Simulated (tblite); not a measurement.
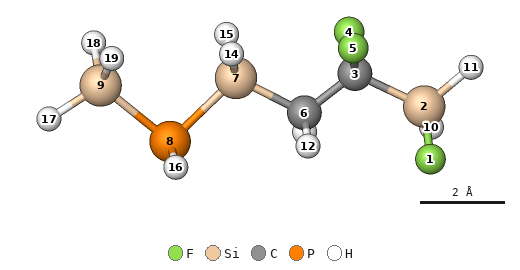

The structure as given in the input (ball-and-stick view, seen at a tilt; atoms are numbered from 1 in the order of the input).

## C2H10F3PSi3: geometry relaxation (part 1 of 2)

System: C2H10F3PSi3.
Method: GFN2-xTB geometry optimisation, gas phase (tblite 0.8.0).

It belongs to a series of runs on one base structure; here: SiH2 inserted into a F-C bond.

Log
```
step      E/eV     max force
  0    -853.09088    2.525
  1    -853.23988    0.953
  2    -853.27829    0.304
  3    -853.29134    0.302
  4    -853.30463    0.263
  5    -853.31352    0.211
  6    -853.31974    0.176
  7    -853.32473    0.154
  8    -853.32988    0.192
  9    -853.33474    0.165
 10    -853.33810    0.126
 11    -853.33986    0.097
 12    -853.34110    0.079
 13    -853.34253    0.097
 14    -853.34402    0.115
 15    -853.34544    0.083
 16    -853.34664    0.085
 17    -853.34762    0.063
 18    -853.34837    0.072
 19    -853.34899    0.056
 20    -853.34960    0.066
 21    -853.35030    0.063
 22    -853.35100    0.071
 23    -853.35158    0.051
 24    -853.35199    0.036
 25    -853.35230    0.044
 26    -853.35258    0.052
 27    -853.35284    0.051
 28    -853.35310    0.040
 29    -853.35340    0.048
 30    -853.35376    0.050
 31    -853.35416    0.059
 32    -853.35455    0.050
 33    -853.35493    0.053
 34    -853.35532    0.050
 35    -853.35575    0.055
 36    -853.35615    0.048
 37    -853.35648    0.045
 38    -853.35679    0.045
 39    -853.35714    0.068
 40    -853.35748    0.065
 41    -853.35772    0.035
 42    -853.35786    0.024
 43    -853.35795    0.031
 44    -853.35806    0.041
 45    -853.35819    0.035
 46    -853.35833    0.027
 47    -853.35847    0.027
 48    -853.35863    0.039
 49    -853.35881    0.043
 50    -853.35894    0.024
 51    -853.35903    0.021
 52    -853.35911    0.026
 53    -853.35923    0.046
 54    -853.35941    0.054
 55    -853.35961    0.038
 56    -853.35977    0.027
 57    -853.35989    0.025
 58    -853.36004    0.047
 59    -853.36028    0.062
 60    -853.36060    0.055
 61    -853.36087    0.037
 62    -853.36106    0.030
 63    -853.36120    0.031
 64    -853.36136    0.036
 65    -853.36155    0.045
 66    -853.36173    0.047
 67    -853.36187    0.040
 68    -853.36197    0.027
 69    -853.36203    0.018
 70    -853.36207    0.016
 71    -853.36211    0.017
 72    -853.36216    0.023
 73    -853.36223    0.029
 74    -853.36230    0.026
 75    -853.36233    0.012
 76    -853.36235    0.012
 77    -853.36236    0.011
 78    -853.36239    0.020
 79    -853.36243    0.026
 80    -853.36246    0.020
 81    -853.36248    0.009
```

Trajectory as extended XYZ (Å, eV, eV/Å), 25 of the 82 frames kept, from step=0 to step=81
```
19
Properties=species:S:1:pos:R:3:forces:R:3 step=0 energy=-853.09088
F     3.9941   -1.2328   -0.3327   -0.2060   0.3090   0.1270
Si    3.7269    0.2844    0.1517    2.4720   0.3130  -0.4110
C     1.9731    0.4506    0.7440   -1.5710  -0.2260  -0.4600
F     1.7466    1.7729    1.0433   -0.0910  -0.0160   0.2580
F     1.8210   -0.2373    1.9166   -0.1670   0.1340   0.2560
C     0.8847   -0.0063   -0.2439    0.9950  -0.3250  -0.1100
Si   -0.8515    0.1909    0.3823   -0.9890   0.3330   1.1350
P    -2.2336   -0.5210   -1.1878    0.0120  -0.5610  -0.5370
Si   -4.0662   -0.2918    0.0238   -0.5990  -0.0640   0.2860
H     4.0014    1.1726   -0.9946   -0.2750  -0.3370   0.2120
H     4.7221    0.5964    1.2238   -0.6050  -0.3130  -0.3960
H     1.0427   -1.0663   -0.4860    0.2090   0.2550   0.0250
H     0.9753    0.5628   -1.1660    0.2550   0.0250  -0.0790
H    -1.0689   -0.6367    1.5948    0.1820   0.2520  -0.1060
H    -1.1664    1.6206    0.6541    0.1280  -0.4040  -0.0630
H    -2.0644   -1.9132   -0.9892   -0.0660   0.6690   0.0120
H    -5.2063   -0.8643   -0.7311    0.2890   0.1070   0.1460
H    -4.3199    1.1467    0.2708    0.1340  -0.3510  -0.0630
H    -3.9205   -1.0189    1.3083   -0.1070   0.2000  -0.2320
19
Properties=species:S:1:pos:R:3:forces:R:3 step=3 energy=-853.29134
F     3.9872   -1.2237   -0.3289   -0.0170   0.0220   0.0040
Si    3.7962    0.2984    0.1417   -0.1040   0.0360  -0.0420
C     1.9527    0.4426    0.7265    0.1680   0.0100  -0.0070
F     1.7374    1.7686    1.0544   -0.1010  -0.1320   0.0390
F     1.8099   -0.2285    1.9234   -0.0850   0.1130  -0.0960
C     0.8931   -0.0131   -0.2490   -0.1040   0.0010  -0.0090
Si   -0.8797    0.1972    0.4137   -0.0340  -0.1110  -0.0920
P    -2.2381   -0.5344   -1.2065   -0.1300   0.1890  -0.0260
Si   -4.0854   -0.2963    0.0305    0.0470  -0.0650  -0.0770
H     3.9913    1.1630   -0.9962   -0.0440   0.0360  -0.2510
H     4.7055    0.5830    1.2183    0.1160  -0.0940   0.2630
H     1.0573   -1.0625   -0.4869    0.1660  -0.0150  -0.0380
H     0.9899    0.5627   -1.1687    0.1410  -0.0250  -0.0220
H    -1.0611   -0.6286    1.6000    0.0670   0.0100   0.2480
H    -1.1625    1.6089    0.6535   -0.0080   0.0390   0.0450
H    -2.0668   -1.8880   -0.9862   -0.0050   0.0700   0.0820
H    -5.1967   -0.8613   -0.7261   -0.0490  -0.0430  -0.0280
H    -4.3133    1.1312    0.2682    0.0630  -0.0870  -0.0120
H    -3.9268   -1.0101    1.3003   -0.0870   0.0470   0.0170
19
Properties=species:S:1:pos:R:3:forces:R:3 step=7 energy=-853.32473
F     3.9826   -1.2149   -0.3275    0.0010   0.0960   0.0090
Si    3.8070    0.3152    0.1375   -0.0120   0.0430   0.0360
C     1.9566    0.4427    0.7189   -0.0670   0.0460   0.0430
F     1.7181    1.7564    1.0615   -0.0410   0.1320  -0.0440
F     1.7963   -0.2165    1.9147    0.0430  -0.1160   0.0370
C     0.8932   -0.0178   -0.2556    0.0700  -0.0220  -0.0310
Si   -0.8881    0.1831    0.4148    0.1360   0.0180   0.0520
P    -2.2553   -0.5113   -1.2165    0.0970  -0.0070   0.0370
Si   -4.0886   -0.3094    0.0210   -0.1040  -0.0130   0.0220
H     3.9796    1.1605   -1.0355   -0.0220  -0.1000   0.0490
H     4.7111    0.5577    1.2514   -0.0970  -0.0840  -0.0860
H     1.0892   -1.0624   -0.4940    0.0410  -0.0310  -0.0250
H     1.0158    0.5572   -1.1730   -0.0120  -0.0070  -0.0370
H    -1.0447   -0.6183    1.6392    0.0610   0.1040  -0.0350
H    -1.1616    1.6051    0.6612    0.0220  -0.1010   0.0150
H    -2.0699   -1.8617   -0.9731   -0.0230   0.0800  -0.0230
H    -5.2053   -0.8701   -0.7313   -0.0420  -0.0440  -0.0280
H    -4.3005    1.1144    0.2653    0.0040   0.0190  -0.0090
H    -3.9454   -1.0008    1.3029   -0.0570  -0.0130   0.0210
19
Properties=species:S:1:pos:R:3:forces:R:3 step=10 energy=-853.33810
F     3.9813   -1.1979   -0.3266   -0.0200   0.0200  -0.0060
Si    3.7984    0.3294    0.1422    0.0300  -0.0120  -0.0170
C     1.9492    0.4514    0.7236    0.1230   0.0080  -0.0240
F     1.7014    1.7681    1.0574   -0.0800  -0.0520   0.0320
F     1.7975   -0.2268    1.9125   -0.0020   0.0680  -0.0170
C     0.9075   -0.0233   -0.2631   -0.0480   0.0090  -0.0020
Si   -0.8685    0.1758    0.4168    0.0030   0.0210   0.0230
P    -2.2513   -0.4941   -1.2109   -0.0020   0.0010   0.0900
Si   -4.1012   -0.3178    0.0169   -0.0500   0.0270   0.0260
H     3.9710    1.1456   -1.0510   -0.0160  -0.0460   0.0910
H     4.7029    0.5323    1.2596   -0.0610  -0.0070  -0.0530
H     1.1121   -1.0664   -0.5017    0.0480  -0.0110   0.0070
H     1.0262    0.5524   -1.1806   -0.0050   0.0010  -0.0230
H    -1.0259   -0.5975    1.6566    0.0660   0.0380  -0.0360
H    -1.1578    1.5903    0.6686    0.0470  -0.0150   0.0090
H    -2.0744   -1.8404   -0.9697    0.0100  -0.0300  -0.0460
H    -5.2189   -0.8832   -0.7401    0.0480   0.0020   0.0170
H    -4.2942    1.1105    0.2625   -0.0370  -0.0140  -0.0200
H    -3.9650   -0.9993    1.3090   -0.0520  -0.0060  -0.0500
19
Properties=species:S:1:pos:R:3:forces:R:3 step=14 energy=-853.34402
F     3.9767   -1.1931   -0.3294   -0.0190  -0.0670  -0.0240
Si    3.7967    0.3306    0.1428   -0.0040  -0.0300   0.0050
C     1.9543    0.4565    0.7200   -0.1150   0.0080   0.0070
F     1.6813    1.7643    1.0608    0.0060   0.0410  -0.0120
F     1.8004   -0.2194    1.9088    0.0250  -0.0270   0.0230
C     0.9136   -0.0251   -0.2675    0.0340  -0.0140  -0.0190
Si   -0.8579    0.1761    0.4196    0.0220   0.0070   0.0070
P    -2.2527   -0.4873   -1.1923   -0.0130  -0.0290  -0.0270
Si   -4.1115   -0.3165    0.0187    0.0160   0.0050   0.0070
H     3.9660    1.1368   -1.0471    0.0200   0.0670  -0.0500
H     4.6931    0.5222    1.2594    0.0400   0.0230   0.0570
H     1.1296   -1.0674   -0.5028    0.0040   0.0050   0.0030
H     1.0286    0.5495   -1.1867   -0.0010  -0.0080  -0.0060
H    -1.0042   -0.5847    1.6618    0.0490  -0.0310   0.0470
H    -1.1465    1.5866    0.6739    0.0370   0.0560   0.0050
H    -2.0741   -1.8382   -0.9776    0.0040  -0.0070  -0.0220
H    -5.2175   -0.8896   -0.7426   -0.0050  -0.0110  -0.0280
H    -4.3011    1.1098    0.2577   -0.0560   0.0430  -0.0050
H    -3.9845   -1.0017    1.3046   -0.0410  -0.0310   0.0330
19
Properties=species:S:1:pos:R:3:forces:R:3 step=17 energy=-853.34762
F     3.9695   -1.1982   -0.3349   -0.0340   0.0260   0.0120
Si    3.7944    0.3271    0.1431    0.0360   0.0200  -0.0170
C     1.9489    0.4615    0.7180    0.0530   0.0030   0.0270
F     1.6654    1.7655    1.0621    0.0310   0.0420  -0.0350
F     1.8052   -0.2157    1.9082   -0.0180  -0.0420   0.0080
C     0.9195   -0.0278   -0.2730   -0.0460   0.0010   0.0130
Si   -0.8479    0.1773    0.4226   -0.0380  -0.0010   0.0330
P    -2.2558   -0.4852   -1.1803    0.0310   0.0000  -0.0490
Si   -4.1180   -0.3143    0.0216   -0.0250  -0.0070   0.0160
H     3.9650    1.1388   -1.0489    0.0190   0.0030   0.0290
H     4.6903    0.5177    1.2663   -0.0170  -0.0030  -0.0260
H     1.1444   -1.0683   -0.5032   -0.0150  -0.0210  -0.0090
H     1.0306    0.5461   -1.1927    0.0150  -0.0050  -0.0070
H    -0.9790   -0.5792    1.6720    0.0360  -0.0120   0.0060
H    -1.1311    1.5919    0.6787    0.0410  -0.0050  -0.0150
H    -2.0732   -1.8390   -0.9873   -0.0060   0.0070   0.0070
H    -5.2157   -0.8955   -0.7483    0.0070   0.0090  -0.0220
H    -4.3156    1.1146    0.2529   -0.0410  -0.0090  -0.0040
H    -4.0067   -1.0081    1.3051   -0.0290  -0.0050   0.0310
19
Properties=species:S:1:pos:R:3:forces:R:3 step=20 energy=-853.34960
F     3.9613   -1.1990   -0.3363   -0.0200   0.0270   0.0080
Si    3.7967    0.3273    0.1416   -0.0370   0.0190   0.0140
C     1.9498    0.4635    0.7193    0.0100  -0.0200  -0.0320
F     1.6641    1.7701    1.0581    0.0480  -0.0440  -0.0100
F     1.8056   -0.2183    1.9084   -0.0090   0.0350  -0.0290
C     0.9188   -0.0288   -0.2733    0.0250   0.0040   0.0190
Si   -0.8481    0.1774    0.4273    0.0120  -0.0200  -0.0200
P    -2.2547   -0.4845   -1.1803   -0.0240   0.0270   0.0400
Si   -4.1222   -0.3141    0.0246    0.0180  -0.0170  -0.0160
H     3.9681    1.1424   -1.0466    0.0230   0.0070   0.0100
H     4.6884    0.5166    1.2671    0.0060  -0.0070  -0.0130
H     1.1474   -1.0700   -0.5037   -0.0350   0.0190   0.0130
H     1.0327    0.5433   -1.1951   -0.0030  -0.0150   0.0300
H    -0.9625   -0.5798    1.6780    0.0100  -0.0050   0.0000
H    -1.1180    1.5953    0.6787    0.0190  -0.0130  -0.0090
H    -2.0733   -1.8394   -0.9912   -0.0060   0.0110   0.0150
H    -5.2137   -0.8967   -0.7542    0.0070   0.0080  -0.0140
H    -4.3292    1.1158    0.2503   -0.0240  -0.0400   0.0000
H    -4.0210   -1.0118    1.3094   -0.0210   0.0230  -0.0080
19
Properties=species:S:1:pos:R:3:forces:R:3 step=24 energy=-853.35199
F     3.9457   -1.1941   -0.3372    0.0060  -0.0190  -0.0160
Si    3.7940    0.3320    0.1420    0.0320  -0.0110  -0.0100
C     1.9522    0.4629    0.7153   -0.0110   0.0020   0.0080
F     1.6711    1.7698    1.0509    0.0070   0.0220   0.0080
F     1.8047   -0.2151    1.9047    0.0080   0.0090   0.0300
C     0.9214   -0.0306   -0.2724   -0.0130  -0.0120  -0.0280
Si   -0.8424    0.1738    0.4314    0.0220   0.0090   0.0150
P    -2.2573   -0.4778   -1.1707    0.0060   0.0020   0.0210
Si   -4.1276   -0.3183    0.0255   -0.0300  -0.0060  -0.0040
H     3.9773    1.1486   -1.0422    0.0160   0.0210  -0.0050
H     4.6870    0.5119    1.2664    0.0200   0.0020   0.0120
H     1.1463   -1.0710   -0.5016   -0.0050  -0.0350   0.0080
H     1.0355    0.5376   -1.1944   -0.0090   0.0210  -0.0250
H    -0.9367   -0.5799    1.6865   -0.0200  -0.0020  -0.0120
H    -1.0957    1.5955    0.6773   -0.0090  -0.0100   0.0030
H    -2.0753   -1.8349   -0.9930   -0.0060   0.0190   0.0140
H    -5.2101   -0.8980   -0.7664   -0.0050  -0.0140  -0.0210
H    -4.3531    1.1083    0.2466   -0.0070  -0.0090   0.0070
H    -4.0468   -1.0114    1.3135   -0.0010   0.0110  -0.0050
19
Properties=species:S:1:pos:R:3:forces:R:3 step=27 energy=-853.35284
F     3.9416   -1.1949   -0.3398    0.0130   0.0030  -0.0120
Si    3.7964    0.3320    0.1412    0.0180  -0.0090  -0.0060
C     1.9521    0.4626    0.7142    0.0500   0.0100   0.0050
F     1.6753    1.7713    1.0494   -0.0130  -0.0020  -0.0160
F     1.8055   -0.2116    1.9067   -0.0010   0.0080  -0.0090
C     0.9219   -0.0325   -0.2752    0.0170   0.0080   0.0190
Si   -0.8374    0.1736    0.4341   -0.0270   0.0030   0.0060
P    -2.2580   -0.4745   -1.1636    0.0040   0.0170  -0.0040
Si   -4.1329   -0.3206    0.0246   -0.0210   0.0030  -0.0050
H     3.9832    1.1538   -1.0409    0.0080  -0.0050   0.0230
H     4.6898    0.5107    1.2674    0.0000  -0.0070  -0.0130
H     1.1443   -1.0753   -0.4996    0.0070   0.0050  -0.0090
H     1.0346    0.5380   -1.1969   -0.0010  -0.0180  -0.0050
H    -0.9318   -0.5807    1.6875   -0.0190  -0.0090   0.0060
H    -1.0899    1.5944    0.6773   -0.0120   0.0130   0.0120
H    -2.0769   -1.8309   -0.9910   -0.0010  -0.0050   0.0170
H    -5.2097   -0.9006   -0.7739   -0.0100  -0.0220  -0.0220
H    -4.3623    1.1042    0.2467   -0.0100   0.0120   0.0060
H    -4.0553   -1.0095    1.3139   -0.0020  -0.0070   0.0080
19
Properties=species:S:1:pos:R:3:forces:R:3 step=30 energy=-853.35376
F     3.9390   -1.1959   -0.3456    0.0240   0.0030  -0.0150
Si    3.8029    0.3303    0.1394   -0.0250  -0.0030   0.0160
C     1.9585    0.4638    0.7131   -0.0360  -0.0030  -0.0240
F     1.6790    1.7732    1.0445    0.0100  -0.0060  -0.0250
F     1.8069   -0.2061    1.9077    0.0230   0.0040  -0.0210
C     0.9251   -0.0337   -0.2753    0.0050   0.0050   0.0240
Si   -0.8353    0.1742    0.4388    0.0200   0.0080  -0.0020
P    -2.2589   -0.4686   -1.1562   -0.0300  -0.0140  -0.0070
Si   -4.1430   -0.3230    0.0228    0.0090   0.0030  -0.0050
H     3.9922    1.1597   -1.0357    0.0100  -0.0030   0.0010
H     4.6938    0.5079    1.2666    0.0170  -0.0160   0.0000
H     1.1431   -1.0789   -0.4984    0.0150   0.0470   0.0020
H     1.0336    0.5349   -1.2001    0.0070  -0.0360   0.0340
H    -0.9295   -0.5836    1.6900   -0.0180  -0.0050   0.0090
H    -1.0850    1.5958    0.6796   -0.0120   0.0150   0.0200
H    -2.0791   -1.8262   -0.9854    0.0000   0.0120   0.0110
H    -5.2107   -0.9077   -0.7868    0.0070  -0.0110   0.0020
H    -4.3759    1.1013    0.2477   -0.0160   0.0060  -0.0030
H    -4.0664   -1.0082    1.3155   -0.0100  -0.0070  -0.0170
19
Properties=species:S:1:pos:R:3:forces:R:3 step=34 energy=-853.35532
F     3.9424   -1.1955   -0.3592    0.0170   0.0150  -0.0050
Si    3.8091    0.3270    0.1391    0.0110   0.0080  -0.0100
C     1.9640    0.4662    0.7077    0.0110   0.0040   0.0130
F     1.6861    1.7772    1.0303    0.0150   0.0240  -0.0040
F     1.8155   -0.1966    1.9061    0.0130  -0.0020   0.0190
C     0.9281   -0.0351   -0.2713   -0.0360  -0.0100  -0.0180
Si   -0.8301    0.1776    0.4468   -0.0490   0.0000   0.0000
P    -2.2655   -0.4600   -1.1447    0.0210   0.0100   0.0040
Si   -4.1592   -0.3255    0.0186    0.0070   0.0100   0.0020
H     4.0089    1.1671   -1.0269    0.0020  -0.0080  -0.0050
H     4.7039    0.4974    1.2651   -0.0040  -0.0260   0.0000
H     1.1474   -1.0775   -0.4957    0.0100  -0.0440   0.0220
H     1.0340    0.5237   -1.1999    0.0020   0.0380  -0.0180
H    -0.9311   -0.5876    1.6950   -0.0030   0.0170  -0.0140
H    -1.0809    1.6000    0.6895    0.0030  -0.0120   0.0190
H    -2.0830   -1.8158   -0.9727   -0.0020  -0.0100   0.0040
H    -5.2101   -0.9224   -0.8066    0.0200   0.0100   0.0270
H    -4.4019    1.0973    0.2481   -0.0210  -0.0090  -0.0180
H    -4.0872   -1.0084    1.3128   -0.0140  -0.0150  -0.0190
19
Properties=species:S:1:pos:R:3:forces:R:3 step=37 energy=-853.35648
F     3.9475   -1.1929   -0.3713    0.0100   0.0060  -0.0050
Si    3.8144    0.3259    0.1380    0.0080   0.0050  -0.0140
C     1.9670    0.4683    0.7038    0.0320   0.0040   0.0030
F     1.6952    1.7836    1.0176   -0.0010  -0.0170   0.0100
F     1.8252   -0.1888    1.9071   -0.0150   0.0290   0.0010
C     0.9258   -0.0378   -0.2701    0.0440   0.0070   0.0090
Si   -0.8317    0.1805    0.4529    0.0070  -0.0080  -0.0150
P    -2.2689   -0.4530   -1.1354    0.0130   0.0020  -0.0230
Si   -4.1697   -0.3257    0.0159    0.0190   0.0020  -0.0010
H     4.0231    1.1724   -1.0211   -0.0040   0.0020  -0.0150
H     4.7116    0.4843    1.2643   -0.0200  -0.0250   0.0020
H     1.1520   -1.0813   -0.4892   -0.0320  -0.0080   0.0200
H     1.0346    0.5195   -1.2007   -0.0220   0.0100   0.0040
H    -0.9315   -0.5881    1.6976   -0.0030   0.0060   0.0100
H    -1.0759    1.6023    0.7012    0.0000   0.0010   0.0180
H    -2.0863   -1.8088   -0.9626   -0.0020  -0.0080  -0.0010
H    -5.2057   -0.9322   -0.8178   -0.0110   0.0000   0.0030
H    -4.4284    1.0928    0.2447   -0.0170   0.0150  -0.0160
H    -4.1080   -1.0116    1.3072   -0.0040  -0.0230   0.0120
19
Properties=species:S:1:pos:R:3:forces:R:3 step=40 energy=-853.35748
F     3.9539   -1.1896   -0.3827    0.0040  -0.0150  -0.0160
Si    3.8209    0.3260    0.1345    0.0020  -0.0060  -0.0060
C     1.9744    0.4706    0.7012   -0.0250   0.0020  -0.0050
F     1.7034    1.7873    1.0084    0.0040   0.0090   0.0030
F     1.8312   -0.1775    1.9087   -0.0010   0.0090   0.0040
C     0.9290   -0.0391   -0.2679   -0.0050   0.0090   0.0190
Si   -0.8313    0.1821    0.4563    0.0630   0.0100   0.0130
P    -2.2695   -0.4471   -1.1315   -0.0080  -0.0200  -0.0120
Si   -4.1760   -0.3258    0.0134   -0.0030  -0.0060   0.0030
H     4.0346    1.1772   -1.0193   -0.0040   0.0130  -0.0230
H     4.7149    0.4685    1.2643   -0.0050  -0.0110   0.0170
H     1.1505   -1.0859   -0.4801   -0.0230   0.0360   0.0010
H     1.0316    0.5176   -1.2006   -0.0040  -0.0310   0.0240
H    -0.9330   -0.5872    1.7008   -0.0010   0.0020   0.0030
H    -1.0720    1.6034    0.7143    0.0010  -0.0100   0.0050
H    -2.0896   -1.8037   -0.9540    0.0000   0.0080  -0.0110
H    -5.2035   -0.9403   -0.8262   -0.0050   0.0050   0.0010
H    -4.4535    1.0907    0.2387    0.0010  -0.0040  -0.0140
H    -4.1260   -1.0179    1.3037    0.0100   0.0000  -0.0070
```
